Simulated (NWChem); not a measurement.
# doublet [H2O2]+ at 6 levels

Aim: a comparison of 6 runs (UB3LYP/def2-TZVPP, U-revPBE/def2-TZVPP, U-wB97X/def2-TZVPP, UB2PLYP/def2-TZVPP, UM06-2X/def2-TZVPP, UPBE/def2-TZVPP) of doublet [H2O2]+. 

The calculation is run with NWChem 7.3.0.

1 further run of the same task is left out (set aside as unsound or not needed).

## 1. The molecule

[H2O2]+: 4 atoms, total charge +1, spin state doublet. As SMILES of the parent species, `OO`. The coordinates come from a PBE0-D4/def2-TZVP relaxation. That shape belongs to the parent species and isn't relaxed for this state.

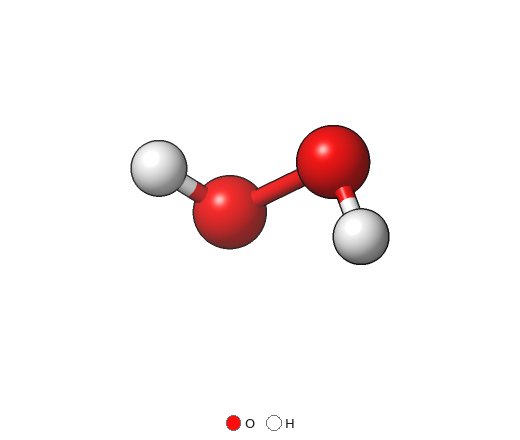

The structure, seen from a chosen angle (oxygen red, hydrogen white).

## 2. The energy at UB3LYP/def2-TZVPP (run 1)

Contents of h2o2.xyz:

```xyz
4
H2O2
O     -0.486800    -0.581100     0.030600
O      0.048300     0.728400     0.206900
H      0.186400    -1.117000     0.467400
H      0.252100     0.969800    -0.704900
```

Contents of h2o2.nw:

```
start h2o2
title "H2O2"
memory total 2200 mb
charge 1

geometry noautosym nocenter noautoz
   load format xyz h2o2.xyz
end

basis spherical bse
   * library def2-TZVPP
end

dft
   xc b3lyp
   mult 2
   grid fine
   convergence energy 1e-08
   iterations 100
   mulliken
   print low
end

task dft energy
```

On the command line:

```sh
$ nwchem h2o2.nw > h2o2.out
```

What it wrote:

```text
[...]
 d= 0,ls=0.0,diis     1   -151.1332022143 -1.88D+02  3.65D-03  2.39D-01     1.3
[...]
 d= 0,ls=0.0,diis    10   -151.1981185655 -2.53D-09  2.12D-07  9.84D-10    11.7
[...]
         Total DFT energy =     -151.198118565481
      One electron energy =     -275.185824248206
           Coulomb energy =      104.155767580265
    Exchange-Corr. energy =      -17.451183371768
 Nuclear repulsion energy =       37.283121474229
[...]
      Total Density - Mulliken Population Analysis
     ---------------------------------------------
    Atom       Charge   Shell Charges
 -----------   ------   -------------------------------------------------------
    1 O    8     7.82   0.79  1.18  0.65  0.95  0.28  1.79  1.67  0.47  0.00  0.03  0.00
    2 O    8     7.82   0.79  1.18  0.65  0.95  0.28  1.79  1.67  0.47  0.00  0.03  0.00
    3 H    1     0.68   0.24  0.33  0.01  0.02  0.05  0.01
    4 H    1     0.68   0.24  0.33  0.01  0.02  0.05  0.01
[...]
      <S2> =      0.7540 (Exact =     0.7500)
[...]
```

It took 12 s on 1 thread of Intel Xeon Platinum 8488C (Sapphire Rapids), shared host; peak memory 0.11 GiB.

## 3. A single-point energy at U-revPBE/def2-TZVPP (run 2)

Contents of work.nw:

```
start work
title "H2O2 energy"
memory 2200 mb
charge 1
geometry units angstroms noautosym nocenter noautoz
   O     -0.486800    -0.581100     0.030600
   O      0.048300     0.728400     0.206900
   H      0.186400    -1.117000     0.467400
   H      0.252100     0.969800    -0.704900
end
basis spherical bse
   O library def2-TZVPP
   H library def2-TZVPP
end
dft
   xc revpbe cpbe96
   mult 2
   grid fine
   convergence energy 1e-08
   iterations 100
   mulliken
end
task dft
```

On the command line:

```sh
$ nwchem work.nw > work.out
```

What it wrote:

```text
[...]
          Wavefunction type:  spin polarized.
          No. of atoms     :     4
          No. of electrons :    17
[...]
          Charge           :     1
          Spin multiplicity:     2
[...]
          AO basis - number of functions:    90
[...]
              XC Information
              --------------
                        RevPBE Exchange Functional  1.000
            Perdew 1991 LDA Correlation Functional  1.000 local
           PerdewBurkeErnz. Correlation Functional  1.000 non-local
[...]
 d= 0,ls=0.0,diis     1   -151.1017389929 -1.88D+02  4.12D-03  2.45D-01     1.3
[...]
 d= 0,ls=0.0,diis    11   -151.1711508678 -1.13D-09  6.12D-08  1.65D-10    12.9
[...]
         Total DFT energy =     -151.171150867762
      One electron energy =     -275.157319443537
           Coulomb energy =      104.129175435801
    Exchange-Corr. energy =      -17.426128334255
 Nuclear repulsion energy =       37.283121474229
[...]
      Total Density - Mulliken Population Analysis
     ---------------------------------------------
    Atom       Charge   Shell Charges
 -----------   ------   -------------------------------------------------------
    1 O    8     7.83   0.80  1.17  0.64  0.97  0.27  1.78  1.69  0.46  0.00  0.03  0.00
    2 O    8     7.83   0.80  1.17  0.64  0.97  0.27  1.78  1.69  0.46  0.00  0.03  0.00
    3 H    1     0.67   0.25  0.32  0.01  0.02  0.05  0.01
    4 H    1     0.67   0.25  0.32  0.01  0.02  0.05  0.01
[...]
      <S2> =      0.7520 (Exact =     0.7500)
[...]
```

Run time: 14 s. Hardware: 1 thread of Intel Xeon Platinum 8488C (Sapphire Rapids), shared host; peak memory 0.11 GiB.

Runs 3 to 4 aren't shown in full; the table further down has their settings and results.

## 4. A single-point energy at UM06-2X/def2-TZVPP (run 5)

h2o2.xyz, as its differences from that of step 2:

```diff
@@ -1,3 +1,3 @@
 4
-H2O2
+H2O2 energy
 O     -0.486800    -0.581100     0.030600
```

Contents of run.py:

```python
from ase.io import read
from ase.calculators.nwchem import NWChem

atoms = read('h2o2.xyz')

calc = NWChem(
    label='h2o2',
    theory='dft',
    memory='2200 mb',
    basis='def2-TZVPP',
    basispar='spherical bse',
    charge=1,
    dft={'xc': 'm06-2x', 'mult': '2', 'grid': 'fine', 'convergence': 'energy 1e-08', 'iterations': '100', 'mulliken': None},
    task='energy',
)
atoms.calc = calc

print(f"energy = {atoms.get_potential_energy():.6f} eV")
```

On the command line:

```sh
$ export ASE_NWCHEM_COMMAND="nwchem PREFIX.nwi > PREFIX.nwo"
$ python run.py
```

What it wrote:

```text
energy = -4112.242582 eV
```

The calculator wrote h2o2.nwi:

```
title "h2o2"

permanent_dir h2o2

scratch_dir h2o2

start h2o2

geometry units angstrom nocenter noautosym noautoz
  O  -4.8680000000000001e-01 -5.8109999999999995e-01 3.0599999999999999e-02
  O  4.8300000000000003e-02 7.2840000000000005e-01 2.0690000000000000e-01
  H  1.8640000000000001e-01 -1.1170000000000000e+00 4.6739999999999998e-01
  H  2.5209999999999999e-01 9.6980000000000000e-01 -7.0489999999999997e-01
end

charge 1

memory 2200 mb

basis spherical bse noprint
   * library def2-TZVPP
end

dft
  xc m06-2x
  mult 2
  grid fine
  convergence energy 1e-08
  iterations 100
  mulliken
end

task dft energy
```

h2o2.nwo:

```text
Northwest Computational Chemistry Package (NWChem) 7.3.0
             --------------------------------------------------------

           Job information
           ---------------

    nwchem branch   = 7.3.0
    use scalapack   = T
    input           = h2o2.nwi
    prefix          = h2o2.
    data base       = h2o2/h2o2.db
    status          = startup
    nproc           =        1

           Memory information
           ------------------

    heap     =     72089596 doubles =      550.0 Mbytes
    stack    =     72089601 doubles =      550.0 Mbytes
    global   =    144179200 doubles =     1100.0 Mbytes (distinct from heap & stack)
    total    =    288358397 doubles =     2200.0 Mbytes
    verify   = yes
    hardfail = no

           Directory information
           ---------------------

  0 permanent = h2o2
  0 scratch   = h2o2

                                NWChem Input Module
                                -------------------

                                       h2o2
                                       ----

[... 23 lines left out ...]
            Nuclear Dipole moment (a.u.)
[... 53 lines left out ...]
  convergence criterion.
[... 16 lines left out ...]
          Convergence on density requested:  1.00D-05
[... 20 lines left out ...]
          Spatial weights used:  Erf1
[... 3 lines left out ...]
          Convergence aids based upon iterative change in
[... 82 lines left out ...]
         Total DFT energy =     -151.122128754372
[... 1 line left out ...]
           Coulomb energy =      104.033557624085
[... 1 line left out ...]
 Nuclear repulsion energy =       37.283121474229
[... 641 lines left out ...]
                     DFT Final Beta Molecular Orbital Analysis
[... 714 lines left out ...]
   alpha     81     82     83     84     85     86     87     88     89     90
    beta     81     82     83     84     85     86     87     88     89     90
 overlap   0.987  0.999  0.993  0.997  0.999  0.990  0.990  1.000  1.000  1.000

     --------------------------
     Expectation value of S2:
     --------------------------
      <S2> =      0.7553 (Exact =     0.7500)

 center of mass
 --------------
 x =  -0.36520509 y =   0.12268453 z =   0.19780207

 moments of inertia (a.u.)
 ------------------
          60.699264905341         -19.821470280731          -1.850450194457
         -19.821470280731          13.229915055176          -2.427948109784
          -1.850450194457          -2.427948109784          66.443864817390

     Multipole analysis of the density
     ---------------------------------

     L   x y z        total         alpha         beta         nuclear
     -   - - -        -----         -----         ----         -------
     0   0 0 0      1.000000     -9.000000     -8.000000     18.000000

     1   1 0 0      0.291588      3.291740      2.800362     -5.800514
[... 8 lines of this table left out ...]
     2   0 0 2     -6.310778     -5.273451     -4.841577      3.804250

 Task  times  cpu:       15.9s     wall:       15.9s
 Total times  cpu:       15.9s     wall:       15.9s
```

Run time: 17 s. Hardware: 1 thread of Intel Xeon Platinum 8488C (Sapphire Rapids), shared host; peak memory 0.11 GiB.

## 5. A single-point energy at UPBE/def2-TZVPP (run 6)

Contents of run.nw:

```
start run
title "H2O2"
memory 2200 mb
charge 1
geometry units angstroms noautosym nocenter noautoz
  O     -0.486800    -0.581100     0.030600
  O      0.048300     0.728400     0.206900
  H      0.186400    -1.117000     0.467400
  H      0.252100     0.969800    -0.704900
end
basis spherical bse
  * library def2-TZVPP
end
dft
  xc xpbe96 cpbe96
  mult 2
  grid fine
  convergence energy 1e-08
  iterations 100
  mulliken
  print medium
end
task dft energy
```

On the command line:

```sh
$ nwchem run.nw > run.out
```

What it wrote:

```text
[...]
          Wavefunction type:  spin polarized.
          No. of atoms     :     4
          No. of electrons :    17
[...]
          Charge           :     1
          Spin multiplicity:     2
[...]
          AO basis - number of functions:    90
[...]
              XC Information
              --------------
          PerdewBurkeErnzerhof Exchange Functional  1.000
            Perdew 1991 LDA Correlation Functional  1.000 local
           PerdewBurkeErnz. Correlation Functional  1.000 non-local
[...]
 d= 0,ls=0.0,diis     1   -150.9885427662 -1.88D+02  4.27D-03  2.61D-01     1.4
[...]
 d= 0,ls=0.0,diis    11   -151.0574251226 -1.19D-09  5.86D-08  1.33D-10    13.1
[...]
         Total DFT energy =     -151.057425122570
      One electron energy =     -275.154800253008
           Coulomb energy =      104.119201439257
    Exchange-Corr. energy =      -17.304947783048
 Nuclear repulsion energy =       37.283121474229
[...]
      Total Density - Mulliken Population Analysis
     ---------------------------------------------
    Atom       Charge   Shell Charges
 -----------   ------   -------------------------------------------------------
    1 O    8     7.82   0.79  1.17  0.65  0.96  0.28  1.79  1.67  0.47  0.00  0.03  0.00
    2 O    8     7.82   0.79  1.17  0.65  0.96  0.28  1.79  1.67  0.47  0.00  0.03  0.00
    3 H    1     0.68   0.25  0.33  0.01  0.02  0.05  0.01
    4 H    1     0.68   0.25  0.33  0.01  0.02  0.05  0.01
[...]
      <S2> =      0.7518 (Exact =     0.7500)
[...]
```

It took 14 s on 1 thread of Intel Xeon Platinum 8488C (Sapphire Rapids), shared host; peak memory 0.11 GiB.

## 6. The series

```
run                level  frozen core orbitals  energy (Eh)   ⟨S²⟩  wall time
  1    UB3LYP/def2-TZVPP                     –  -151.198119  0.754       12 s
  2  U-revPBE/def2-TZVPP                     –  -151.171151  0.752       14 s
  3   U-wB97X/def2-TZVPP                     –  -151.154465  0.754       42 s
  4   UB2PLYP/def2-TZVPP                     2  -151.102777  0.760       16 s
  5   UM06-2X/def2-TZVPP                     –  -151.122129  0.755       17 s
  6      UPBE/def2-TZVPP                     –  -151.057425  0.752       14 s
```

## 7. Outcome

| quantity | value |
| --- | --- |
| run 6: total energy | -151.05743 Eh |
| run 6: HOMO energy (highest over α and β) | -17.36 eV |
| run 6: LUMO energy (lowest over α and β) | -16.14 eV |
| run 6: ⟨S²⟩ | 0.752 |

In words: Totals of different functionals can't be ranked against each other. All runs together took 1.9 min, the longest 42 s.
